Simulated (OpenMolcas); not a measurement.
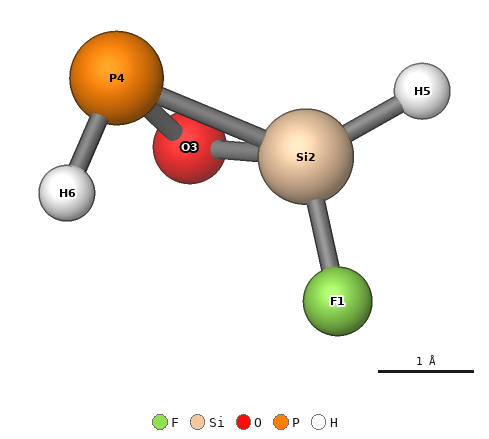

Figure 1. The input geometry (ball-and-stick view, seen at a tilt; atoms are numbered from 1 in the order of the input). Bond lengths as drawn: F–Si 1.60 Å, H–P 1.41 Å, H–Si 1.43 Å, O–P 1.77 Å, O–Si 1.63 Å and P–Si 2.18 Å.

**Single-point calculation, with input and output: SiPH2OF**

- system: SiPH2OF, SMILES F[SiH]1OP1
- method: CCSD/cc-pV(D+d)Z, RHF (OpenMolcas 26.06)

The geometry comes from this level: GFN2-xTB.

**What the program printed**
```
--- Start Module: gateway ---

                                              &GATEWAY

                       available to each process: 1.9 GB of memory, 1 thread

 Basis Set     1 Label: F.CC-PVDPDZ
 Basis set is read from library:.
 basistype.tbl is not found

 Basis Set     2 Label: SI.CC-PVDPDZ
 Basis set is read from library:.
 basistype.tbl is not found

 Basis Set     3 Label: O.CC-PVDPDZ
 Basis set is read from library:.
 basistype.tbl is not found

 Basis Set     4 Label: P.CC-PVDPDZ
 Basis set is read from library:.
 basistype.tbl is not found

 Basis Set     5 Label: H.CC-PVDPDZ
 Basis set is read from library:.
 basistype.tbl is not found

++    Symmetry information:
      ---------------------

                    Character Table for C1

                             E
                    a        1  x, y, xy, Rz, z, xz, Ry, yz, Rx, I
--

++    Basis set information:
      ----------------------

      Basis set label: F.CC-PVDPDZ.........

      Electronic valence basis set:
      ------------------
      Associated Effective Charge   9.000000 au
      Associated Actual Charge      9.000000 au
      Nuclear Model: Point charge

      Shell  nPrim  nBasis  Cartesian Spherical Contaminant
         s       9       3        X
         p       4       2        X
         d       1       1                 X

      Basis set label: SI.CC-PVDPDZ.........

      Electronic valence basis set:
      ------------------
      Associated Effective Charge  14.000000 au
      Associated Actual Charge     14.000000 au
      Nuclear Model: Point charge

      Shell  nPrim  nBasis  Cartesian Spherical Contaminant
         s      12       4        X
         p       8       3        X
         d       2       2                 X

      Basis set label: O.CC-PVDPDZ.........

      Electronic valence basis set:
      ------------------
      Associated Effective Charge   8.000000 au
      Associated Actual Charge      8.000000 au
      Nuclear Model: Point charge

      Shell  nPrim  nBasis  Cartesian Spherical Contaminant
         s       9       3        X
         p       4       2        X
         d       1       1                 X

      Basis set label: P.CC-PVDPDZ.........

      Electronic valence basis set:
      ------------------
      Associated Effective Charge  15.000000 au
      Associated Actual Charge     15.000000 au
      Nuclear Model: Point charge

      Shell  nPrim  nBasis  Cartesian Spherical Contaminant
         s      12       4        X
         p       8       3        X
         d       2       2                 X

      Basis set label: H.CC-PVDPDZ.........

      Electronic valence basis set:
      ------------------
      Associated Effective Charge   1.000000 au
      Associated Actual Charge      1.000000 au
      Nuclear Model: Point charge

      Shell  nPrim  nBasis  Cartesian Spherical Contaminant
         s       4       2        X
         p       1       1        X
--

++    Molecular structure info:
      -------------------------

                    ************************************************
                    **** Cartesian Coordinates / bohr, angstrom ****
                    ************************************************

     Center  Label                x              y              z                     x              y              z
        1      F1              -2.667821      -2.121444      -0.598061             -1.411750      -1.122620      -0.316480
        2      SI2             -0.101044      -0.611213      -1.162616             -0.053470      -0.323440      -0.615230
        3      O3              -0.268284       2.312326      -0.198856             -0.141970       1.223630      -0.105230
        4      P4               2.053187       1.133892       1.892523              1.086500       0.600030       1.001480
        5      H5               0.660138      -1.104318      -3.712027              0.349330      -0.584380      -1.964320
        6      H6               0.323823       0.390739       3.779037              0.171360       0.206770       1.999780

                    ***************************************
                    *    InterNuclear Distances / bohr    *
                    ***************************************

               1 F1            2 SI2           3 O3            4 P4            5 H5            6 H6
    1 F1       0.000000
    2 SI2      3.031149        0.000000
    3 O3       5.057218        3.082837        0.000000
    4 P4       6.252051        4.125528        3.339431        0.000000
    5 H5       4.669758        2.705928        4.987764        6.193638        0.000000
    6 H6       5.866854        5.060074        4.457209        2.664941        7.646197        0.000000

                    *******************************************
                    *    InterNuclear Distances / angstrom    *
                    *******************************************

               1 F1            2 SI2           3 O3            4 P4            5 H5            6 H6
    1 F1       0.000000
    2 SI2      1.604015        0.000000
    3 O3       2.676165        1.631367        0.000000
    4 P4       3.308443        2.183135        1.767151        0.000000
    5 H5       2.471130        1.431915        2.639411        3.277532        0.000000
    6 H6       3.104606        2.677676        2.358654        1.410226        4.046193        0.000000
--

            Nuclear Potential Energy            223.54735368 au

--- Stop Module: gateway /rc=_RC_ALL_IS_WELL_ ---

--- Start Module: seward ---

                                              &SEWARD

                       available to each process: 1.9 GB of memory, 1 thread

               SEWARD will generate:
                  Multipole Moment integrals up to order  2
                  Kinetic Energy integrals
                  Nuclear Attraction integrals (point charge)
                  One-Electron Hamiltonian integrals
                  Velocity integrals
                  Orbital angular momentum around (  0.0707   0.1457   0.1211 )
                  Velocity quadrupole around (  0.0707   0.1457   0.1211 )
                  Cholesky decomposed two-electron repulsion integrals
                   - CD Threshold:   1.00E-06

                   Integrals are discarded if absolute value <: 1.00E-40
                   Integral cutoff threshold is set to       <: 1.00E-40

            Nuclear Potential Energy            223.54735368 au

      Basis set specifications :
      Symmetry species         a
      Basis functions           84

--- Stop Module: seward /rc=_RC_ALL_IS_WELL_ ---
--- Module seward spent 3 seconds ---

--- Start Module: scf ---

                                                &SCF

                       available to each process: 1.9 GB of memory, 1 thread

++    Input section:
      --------------

      Header of the integral files:

      Cartesian coordinates in angstrom:
      -----------------------------------------------------
      No.  Label        X            Y            Z
      -----------------------------------------------------
       1   F1        -1.41175000  -1.12262000  -0.31648000
       2   SI2       -0.05347000  -0.32344000  -0.61523000
       3   O3        -0.14197000   1.22363000  -0.10523000
       4   P4         1.08650000   0.60003000   1.00148000
       5   H5         0.34933000  -0.58438000  -1.96432000
       6   H6         0.17136000   0.20677000   1.99978000
      -----------------------------------------------------
      Nuclear repulsion energy =  223.54735368
--

++    Orbital specifications:
      -----------------------

      Symmetry species               1
                                     a
      Frozen orbitals                0
      Occupied orbitals             24
      Secondary orbitals            60
      Deleted orbitals               0
      Total number of orbitals      84
      Number of basis functions     84
--

      Molecular charge                           0.000

++    Optimization specifications:
      ----------------------------

      SCF Algorithm: LK-Cholesky
      LK screening threshold:                     4.50E-02
      Local-Exchange (LK) algorithm.
       - the density matrix is decomposed
      The actual AO density is used
      Number of density matrices in core                 5
      Maximum number of NDDO SCF iterations            400
      Maximum number of HF SCF iterations              400
      Threshold for SCF energy change             1.00E-09
      Threshold for density matrix                1.00E-04
      Threshold for Fock matrix                   1.50E-04
      Threshold for linear dependence             1.00E-09
      Threshold at which DIIS is turned on        1.50E-01
      Maximum depth in the DIIS procedure                5
      Maximum depth in the BFGS Hessian update          30
      Threshold at which QNR/C2DIIS is turned on  7.50E-02
      Threshold for Norm(delta) (QNR/C2DIIS)      1.00E-03
      All orbitals punched on: SCFORB
--

      Input vectors read from INPORB
      Orbital file label: *Guess orbitals

++ Convergence information
                                   SCF        iterations: Energy and convergence statistics

Iter     Tot. SCF        One-elec.       Two-elec.     Energy      Max Dij or  Max Fij      DNorm      TNorm      AccCon     Time
         Energy          Energy          Energy        Change      Delta Norm                                                in Sec.
   1  -804.631813202 -1558.204637399   530.025470515   0.00E+00    2.00E-01*   1.99E-01*    9.87E+00   1.92E+02   None         0.
   2  -805.078377281 -1561.385674436   532.759943473  -4.47E-01*   1.57E-01*   7.86E-02*    1.11E+01   1.93E+02   EDIIS        0.
   3  -805.144584855 -1563.296509779   534.604571242  -6.62E-02*   5.05E-02*   5.37E-02*    1.07E+01   1.93E+02   EDIIS        0.
   4  -805.196806296 -1561.466661838   532.722501861  -5.22E-02*   1.76E-02*   1.21E-02*    1.07E+01   1.93E+02   c2DIIS       0.
   5  -805.202779456 -1562.058936975   533.308803838  -5.97E-03*   9.82E-03*   2.19E-03*    1.07E+01   1.93E+02   QNRc2DIIS    0.
   6  -805.202925596 -1561.997757496   533.247478218  -1.46E-04*   5.85E-03*   1.46E-03*    1.07E+01   1.93E+02   QNRc2DIIS    0.
   7  -805.202991657 -1562.009064246   533.258718907  -6.61E-05*   3.56E-03*   5.89E-04*    1.07E+01   1.93E+02   QNRc2DIIS    0.
   8  -805.203000380 -1562.016896743   533.266542682  -8.72E-06*   9.20E-04    1.76E-04*    1.07E+01   1.93E+02   QNRc2DIIS    0.
   9  -805.203001281 -1562.019018473   533.268663510  -9.01E-07*   3.81E-04    7.09E-05     1.07E+01   1.93E+02   QNRc2DIIS    0.
  10  -805.203001466 -1562.015566766   533.265211618  -1.85E-07*   8.89E-05    2.88E-05     1.07E+01   1.93E+02   QNRc2DIIS    0.
  11  -805.203001481 -1562.016917139   533.266561976  -1.46E-08*   2.84E-05    7.09E-06     1.07E+01   1.93E+02   QNRc2DIIS    0.
  12  -805.203001482 -1562.016913410   533.266558246  -1.54E-09*   1.67E-05    2.78E-06     1.07E+01   1.93E+02   QNRc2DIIS    0.
  13  -805.203001482 -1562.016846321   533.266491157  -2.49E-10    3.23E-06    5.78E-07     1.07E+01   1.93E+02   QNRc2DIIS    0.

       Convergence after  13 Iterations
--

 *****************************************************************************************************************************
 *                                             SCF/KS-DFT Program, Final results                                             *
 *                                                       Final Results                                                       *
 *****************************************************************************************************************************

::    Total SCF energy                               -805.2030014824
      One-electron energy                           -1562.0168463213
      Two-electron energy                             533.2664911571
      Nuclear repulsion energy                        223.5473536818
      Kinetic energy (interpolated)                   805.1229933959
      Virial theorem                                    1.0000993737
      Total spin, S(S+1)                                0.0000000000
      Total spin, S                                     0.0000000000
      Max non-diagonal density matrix element           0.0000027866
      Max non-diagonal Fock matrix element              0.0000002566

      All orbitals with orbital energies smaller than  E(LUMO)+0.5 are printed

++    Molecular orbitals:
      -------------------

      Title: SCF orbitals

      Molecular orbitals for symmetry species 1: a

          Orbital            1         2         3         4         5         6         7         8         9        10
          Energy          -79.9927  -68.8694  -26.3088  -20.5710   -7.5305   -6.2105   -5.4244   -5.4224   -5.4219   -4.3189
          Occ. No.          2.0000    2.0000    2.0000    2.0000    2.0000    2.0000    2.0000    2.0000    2.0000    2.0000

          Orbital           11        12        13        14        15        16        17        18        19        20
          Energy           -4.3172   -4.3163   -1.6056   -1.3496   -0.8260   -0.7740   -0.6862   -0.6742   -0.6586   -0.5821
          Occ. No.          2.0000    2.0000    2.0000    2.0000    2.0000    2.0000    2.0000    2.0000    2.0000    2.0000

          Orbital           21        22        23        24        25        26        27        28        29        30
          Energy           -0.5729   -0.5214   -0.4219   -0.3655    0.0851    0.1191    0.1572    0.1903    0.2363    0.2685
          Occ. No.          2.0000    2.0000    2.0000    2.0000    0.0000    0.0000    0.0000    0.0000    0.0000    0.0000

          Orbital           31        32        33        34        35        36        37
          Energy            0.3616    0.3881    0.4658    0.4834    0.5229    0.5435    0.5633
          Occ. No.          0.0000    0.0000    0.0000    0.0000    0.0000    0.0000    0.0000

--

++    Molecular charges:
      ------------------

      Mulliken charges per centre and basis function type
      ---------------------------------------------------

                F1      SI2     O3      P4      H5      H6
      1s       3.9256  4.9370  3.8476  5.7016  1.0997  0.9942
      2px      1.7503  2.4676  1.6200  3.0754  0.0015  0.0084
      2pz      1.8930  2.6755  1.5740  2.7843  0.0137  0.0087
      2py      1.8579  2.4316  1.5991  2.9842  0.0007  0.0038
      3d2+     0.0011  0.1214  0.0041  0.0274  0.0000  0.0000
      3d1+     0.0008  0.1039  0.0019  0.0718  0.0000  0.0000
      3d0      0.0006  0.1101  0.0013  0.0264  0.0000  0.0000
      3d1-     0.0003  0.0781  0.0036  0.0450  0.0000  0.0000
      3d2-     0.0014  0.1093  0.0032  0.0327  0.0000  0.0000
      Total    9.4310 13.0345  8.6549 14.7488  1.1156  1.0152

      N-E     -0.4310  0.9655 -0.6549  0.2512 -0.1156 -0.0152

      Total electronic charge=   48.000000

      Total            charge=   -0.000000
--

++    Molecular properties:
      ---------------------

      Charge (e):
                      =   -0.0000
      Dipole Moment (debye):
      Origin of the operator (angstrom)=    0.0374    0.0771    0.0641
                   X=  1.5296E+00               Y= -1.5716E+00               Z= -3.8218E-01           Total=  2.2262E+00
      Quadrupole Moment (debye*angstrom):
      Origin of the operator (angstrom)=    0.0374    0.0771    0.0641
                  XX= -3.9793E+01              XY= -2.2222E+00              XZ= -1.1382E-01              YY= -3.9607E+01
                  YZ=  5.7874E-01              ZZ= -3.2799E+01
      In traceless form (debye*angstrom)
                  XX= -3.5906E+00              XY= -3.3333E+00              XZ= -1.7073E-01              YY= -3.3109E+00
                  YZ=  8.6811E-01              ZZ=  6.9016E+00
--

--- Stop Module: scf /rc=_RC_ALL_IS_WELL_ ---
--- Module scf spent 5 seconds ---

--- Start Module: chcc ---

                                               &CHCC

                       available to each process: 1.9 GB of memory, 1 thread

  Serial run
 Number of Cholesky vectors       694 on node (host)
 Max Size              :     232497285 in r*8 Words,   1773.8 Mb,  1.7 Gb

 None of OnTheFly/PreCalculate
 algorithm was selected. Using
 default: PreCalculate (1)

     Cholesky Based Closed-Shell CCSD code

 ---------------------------------------------------
 Frozen Orbitals                   :        12
 Occupied Orbitals                 :        12
 Virtual Orbitals                  :        60
 Total number of Cholesky Vectors  :       694
 ---------------------------------------------------
 Large Virtual Segmentation        :  auto
 Small Vectors Segmentation        :  auto
 Cholesky Vectors Segmentation     :       200
 ---------------------------------------------------
 Generate Scratch Files?                :  Yes
 Precalculate (1) / On-the-Fly (0) Alg. :    1
 3 and 4-ext. MO integrals distribute?  :    1
 Parallel Join of varios MO integrals   :    2
 ---------------------------------------------------
 Convergence Threshold             :  1.00E-06
 Maximum number of Iterations      :        40
 ---------------------------------------------------
 Lun Number for Aux. Matrixes      :        13
 BLAS/FTN Matrix Handling          :         1
 Start from RstFil ?               :        No
 Print level                       :         1
 ---------------------------------------------------

 ===============================
 Autogenerating segmentation
 Nprocs:        1

 Final segmentation (Large/Small/Cholesky):    2   1     200
 ===============================

 Real Allocated Memory :       4358749 in r*8 Words,     33.3 Mb, 33.3 Gb

 E2 MP2    : -0.579203742074
 E2 ss     : -0.148600983471
 E2 os     : -0.430602758603

  V4 ints compressing factor:    5.6453984122316969
  Generation of integrals (Reord_chcc) done

 ------------------------
 Starting CCSD iterations
 ------------------------

                   CCSD Energy      Difference

 Iteration :   1 -0.585729375420
 Iteration :   2 -0.604083779555  0.018354404134
 Iteration :   3 -0.604725576439  0.000641796884
 Iteration :   4 -0.606949892095  0.002224315656
 Iteration :   5 -0.607044299106  0.000094407011
 Iteration :   6 -0.607440004569  0.000395705463
 Iteration :   7 -0.607468579235  0.000028574666
 Iteration :   8 -0.607553147855  0.000084568621
 Iteration :   9 -0.607564369533  0.000011221678
 Iteration :  10 -0.607585071418  0.000020701886
 Iteration :  11 -0.607589612650  0.000004541231
 Iteration :  12 -0.607595340438  0.000005727788
 Iteration :  13 -0.607597169584  0.000001829146
 Iteration :  14 -0.607598942992  0.000001773408
 Iteration :  15 -0.607599680484  0.000000737491

  Final CCSD energy decomposition
 E1 CCSD energy :  0.000000000000
 E2 CCSD energy : -0.607599680484
 E2 CCSD ss     : -0.132345177421
 E2 CCSD os     : -0.475254503063

--- Stop Module: chcc /rc=_RC_ALL_IS_WELL_ ---
--- Module chcc spent 1 minute 51 seconds ---

.##################.
.# Happy landing! #.
.##################.

    Timing: Wall=120.92 User=118.58 System=2.20
```

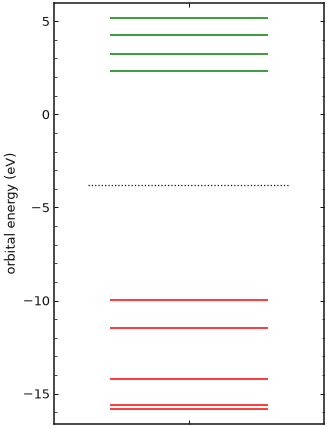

Figure 2. Orbital energies near the frontier (SCF reference); the dotted line parts filled from empty levels, and levels within 0.02 eV of each other stand side by side. Highest filled −9.94 eV, lowest empty 2.31 eV, 12.25 eV apart.

This output came from the following input.

**Input**
```
&gateway
baslib=$CurrDir
coord
6
angstrom
F       -1.411750      -1.122620      -0.316480
Si      -0.053470      -0.323440      -0.615230
O       -0.141970       1.223630      -0.105230
P        1.086500       0.600030       1.001480
H        0.349330      -0.584380      -1.964320
H        0.171360       0.206770       1.999780
basis=cc-pVDpdZ
group=NoSym
&seward
medium
&scf
prorbitals=1 1
&chcc
frozen=12
```

Launch command:
```bash
export MOLCAS_MEM=1860
pymolcas job.inp > job.log
```

**Results in brief**

| quantity | value |
| --- | --- |
| outcome | converged |
| total energy | −805.810601 hartree |
| SCF energy | −805.203001 hartree |
| MP2 energy | −805.782205 hartree |
| CCSD energy | −805.810601 hartree |
| correlation energy | −0.607600 hartree |
| basis functions | 84 |
| HOMO of the SCF reference | −9.94 eV |
| LUMO of the SCF reference | 2.31 eV |
| hardware | 1 thread of Arm Neoverse N1, 54 GiB of memory available, shared host |
| wall time | 2 min |
| peak memory | 0.26 GiB |
